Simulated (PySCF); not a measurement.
## C₂H₉FGeSi: excited-state calculation

The run: excited-state calculation of C₂H₉FGeSi. Method and program: TDDFT CAM-B3LYP/def2-SVPD, vertical, gas phase, core orbitals frozen in the response (PySCF 2.14.0).

The geometry comes from this level: PBE0-D3(BJ)/def2-SVP.

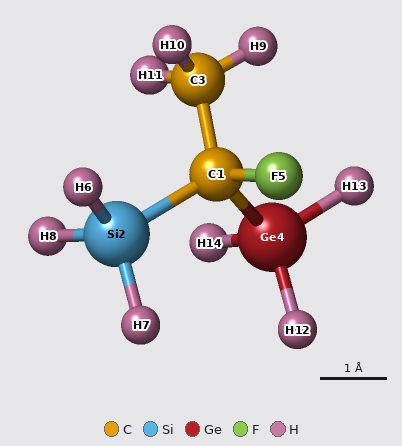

**Figure 1.** The input geometry (ball-and-stick view, seen at a tilt; atoms are numbered from 1 in the order of the input). Sticks mark near contacts.

## The input
```
{"job": {"kind": "uv", "xc": "CAM-B3LYP", "basis": "def2-SVPD", "nstates": 6, "ntriplets": 2, "ip": true}, "charge": 0, "multiplicity": 1}
C      0.187952     0.365670    -0.155002
Si     1.467371    -1.034226     0.045932
C     -0.066344     1.122163     1.134085
Ge    -1.500433    -0.267819    -0.986323
F      0.738583     1.266300    -1.090283
H      2.745167    -0.463343     0.569256
H      1.712811    -1.690394    -1.271065
H      0.941050    -2.046039     1.013510
H     -0.761492     1.961127     0.968565
H      0.871866     1.537118     1.537126
H     -0.503641     0.460085     1.897480
H     -1.188480    -0.901082    -2.351862
H     -2.419739     0.953274    -1.168557
H     -2.187686    -1.305287    -0.076882
```

The first line tells a small driver script what to run in PySCF; the rest is the geometry in Å.

Machine: 1 CPU thread, shared host.

Run as:
```bash
OMP_NUM_THREADS=1 python <driver script> task.json out
```

## Log
```
coarse grid: 51736 points
cycle   1  E = -2547.4569511026  dE = -5.067e-01  |g| = 5.855e-01  |ddm| = 4.234e+00
cycle   2  E = -2547.4421889155  dE =  1.476e-02  |g| = 7.082e-01  |ddm| = 1.134e+00
cycle   3  E = -2547.5121352326  dE = -6.995e-02  |g| = 7.568e-02  |ddm| = 5.505e-01
cycle   4  E = -2547.5129524820  dE = -8.172e-04  |g| = 3.361e-02  |ddm| = 9.962e-02
cycle   5  E = -2547.5131169366  dE = -1.645e-04  |g| = 4.186e-03  |ddm| = 4.326e-02
cycle   6  E = -2547.5131205200  dE = -3.583e-06  |g| = 9.967e-04  |ddm| = 1.088e-02
final grid: 107336 points
cycle   7  E = -2547.5131096769  dE = -1.230e-07  |g| = 9.608e-04  |ddm| = 5.315e-03
cycle   8  E = -2547.5131096705  dE =  6.421e-09  |g| = 1.004e-03  |ddm| = 2.569e-03
cycle   9  E = -2547.5131098912  dE = -2.207e-07  |g| = 4.883e-05  |ddm| = 1.195e-03
cycle  10  E = -2547.5131098918  dE = -6.544e-10  |g| = 1.600e-05  |ddm| = 9.049e-05
```

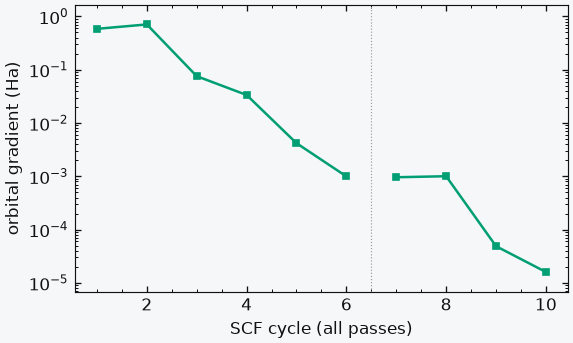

**Figure 2.** Convergence of the self-consistent field: orbital gradient against the SCF cycle. The dotted line marks the change from a coarse to the final integration grid. The first 6 cycles use a coarse grid, the final grid takes over at cycle 7, and the field converges after 10 cycles in all.

```
converged SCF energy = -2547.5131098918

Static polarisability (au): isotropic 85.576, principal 76.516 84.933 95.279

Singlet excitations
state   eV       nm        f      main configurations
  1   7.0041    177.0   0.04872   H->L+1 0.44, H->L 0.28, H->L+2 0.12
  2   7.2560    170.9   0.00838   H->L 0.46, H->L+2 0.44
  3   7.6306    162.5   0.10426   H->L+4 0.56, H->L+1 0.26
  4   7.7118    160.8   0.21808   H->L+2 0.39, H->L+1 0.21, H->L 0.18
  5   8.3182    149.1   0.00822   H-1->L+1 0.38, H-1->L 0.23, H->L+3 0.11
  6   8.3455    148.6   0.04088   H->L+3 0.58, H-1->L+2 0.11, H->L+7 0.10

Triplet excitations (Tamm-Dancoff, eV): 6.5047 6.8437
Vertical ionisation energy (delta-SCF) = 9.8222 eV
```

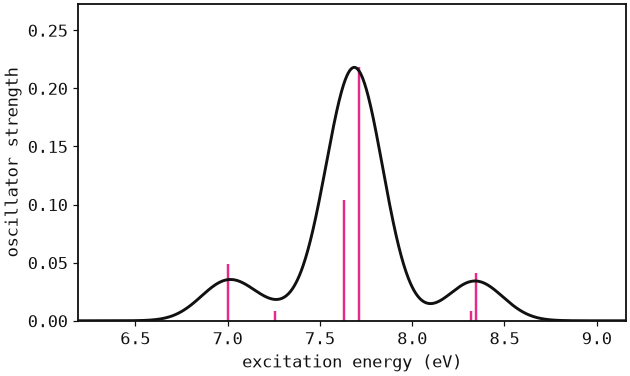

**Figure 3.** Computed excitations as sticks (degenerate states added up, dark ones marked on the axis), with a Gaussian envelope of 0.35 eV full width at half maximum, scaled to the tallest. Of the 6 states the lowest lies at 7.00 eV (f = 0.049); the strongest line is at 7.71 eV, or 161 nm (f = 0.218).

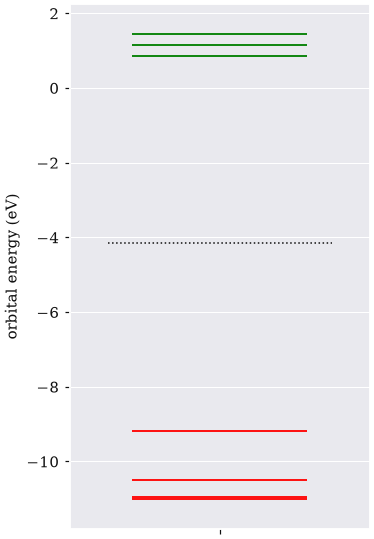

**Figure 4.** Orbital energies near the frontier; the dotted line parts filled from empty levels, and levels within 0.02 eV of each other stand side by side. Highest filled −9.17 eV, lowest empty 0.87 eV, 10.04 eV apart.

## Key numbers

- outcome: converged
- total energy: −2547.513110 hartree
- HOMO: −9.17 eV
- LUMO: 0.87 eV
- dipole moment: 1.64 D
- mean polarisability: 85.58 a.u.
- vertical ionisation energy: 9.82 eV
- lowest singlet excitation: 7.00 eV
- wall time: 76 s
- peak memory: 1 GiB

Spin–orbit coupling is left out, which matters for the heavy atoms.
